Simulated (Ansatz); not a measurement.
Input file:

```
crystal:
  periodic: [false, false, false]
  atoms:
    - {symbol: C, position_ang: [-0.494743, 1.015485, -0.855295]}
    - {symbol: O, position_ang: [-0.350697, -0.022162, 0.167625]}
    - {symbol: C, position_ang: [0.557343, 0.342247, 1.256911]}
    - {symbol: C, position_ang: [-0.115553, -1.361088, -0.376290]}
    - {symbol: H, position_ang: [-1.282258, 0.680502, -1.524852]}
    - {symbol: H, position_ang: [-0.790362, 1.922213, -0.334576]}
    - {symbol: H, position_ang: [0.455934, 1.137450, -1.375369]}
    - {symbol: H, position_ang: [0.198736, 1.288343, 1.653145]}
    - {symbol: H, position_ang: [1.570912, 0.424866, 0.863222]}
    - {symbol: H, position_ang: [0.475525, -0.444335, 2.002088]}
    - {symbol: H, position_ang: [-0.924499, -1.555926, -1.075105]}
    - {symbol: H, position_ang: [-0.158574, -2.047172, 0.465215]}
    - {symbol: H, position_ang: [0.858235, -1.380423, -0.866698]}
basis:
  gaussian: {orbitals: def2-TZVPP}
total_charge: 1
hamiltonian: {xc: pbe0, dispersion: d4}
output: {orbitals: {seedname: orbitals}}
```

Run with:

```sh
ansatz run in.yaml --threads 2 --pin off --events-out ev --progress --plain --max-ram 32768MiB --backend cpu
```

Geometry: PBE0-D4/def2-TZVP.

All numbers below come from RKS PBE0-D4/def2-TZVPP in Ansatz.

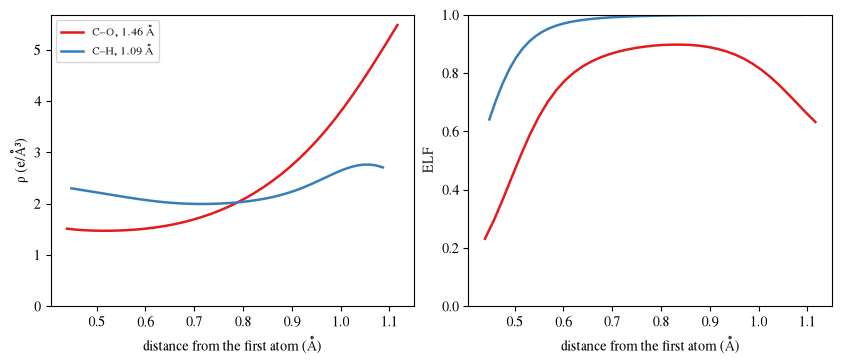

C3H9O (charge +1). Total electron density and electron localisation function along straight lines between neighbouring atoms. The curves leave out the atomic cores.

What can be read from the curves?

Answer. C–O (1.46 Å): ρ is about 1.8 e/Å³ halfway, with its minimum of 1.5 e/Å³ about 0.5 Å from C; the ELF peaks at about 0.90 between the atoms: a shared but strongly polarised pair.
C–H (1.09 Å): ρ at the midpoint is about 2.2 e/Å³; the ELF climbs to about 1 towards the hydrogen, as it does in any bond to H (an ordinary covalent bond to hydrogen).
